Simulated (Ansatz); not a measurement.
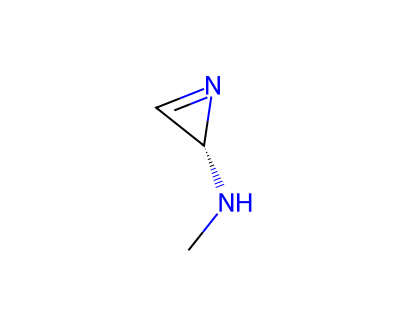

Structural formula above. The geometry was computed by an optimisation with PBE-D4/def2-SVP. No frequency run is at hand to confirm it as a minimum.

What does the molecule look like in three dimensions?

It has 11 atoms: 3 carbon, 6 hydrogen and 2 nitrogen (C₃H₆N₂). SMILES: `CN[C@@H]1C=N1`. Independent rings (smallest set): 1 of 3 members. Among its groups: secondary amine, imine. The point group is C1. Coordination, clear cases only: 1 C tetrahedral; 1 N trigonal pyramidal.

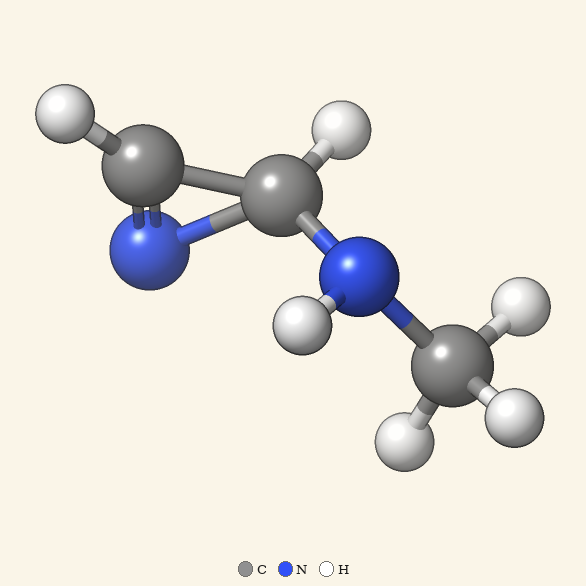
